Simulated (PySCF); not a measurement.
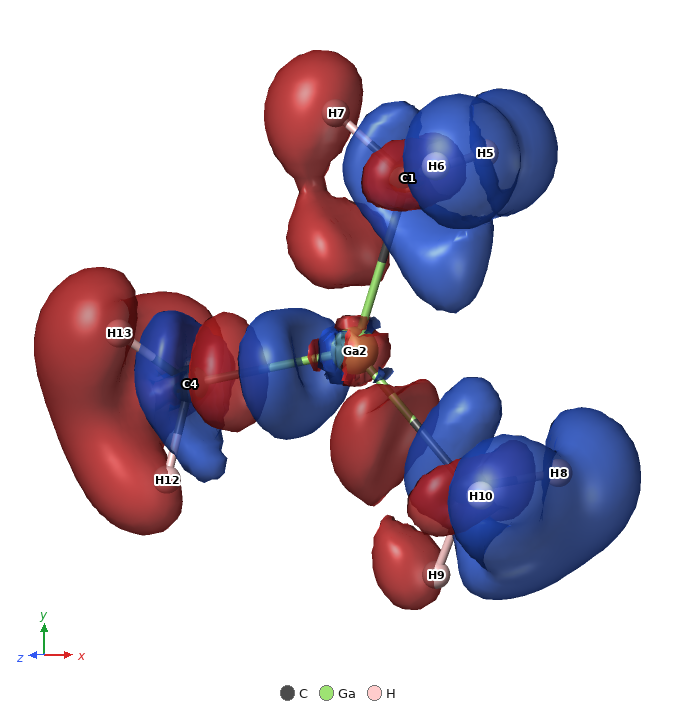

*C3H9Ga, SMILES `C[Ga](C)C`. Change of the electron density in a uniform field of 0.21 V/Å, surfaces at ±0.0015 e/Å³ (blue: gain, red: loss).*

Computed with PySCF, PBE/def2-TZVP, geometry: GFN2-xTB. No frequency check shows the geometry to be a minimum. A basis without diffuse functions makes polarisabilities too small. GFN2-xTB bond lengths at metals and heavier atoms can be off by up to 0.1 Å and shapes distorted, which carries into these values.

Coordinates in Å:

```
C1       0.6383    1.9379   -0.0015
Ga2     -0.0057   -0.0042    0.0020
C3       1.3837   -1.5064   -0.0028
C4      -2.0087   -0.4218   -0.0009
H5       1.1643    2.1744   -0.9311
H6       1.3396    2.1205    0.8181
H7      -0.1918    2.6418    0.1011
H8       2.1164   -1.3603   -0.8017
H9       0.9220   -2.4875   -0.1419
H10      1.9375   -1.5284    0.9405
H11     -2.4546   -0.1784   -0.9698
H12     -2.2012   -1.4795    0.1984
H13     -2.5357    0.1686    0.7540
```

The field was applied in both directions; the picture shows the one opposite to the script's first.

### Along which Cartesian direction does the field point?

Along −x: electrons gather on the +x side, against the field.

### How large is the response?

The induced dipole is 0.82 D (along the field); α along this axis, from the fields in both directions, is 80 bohr³ (11.9 Å³).
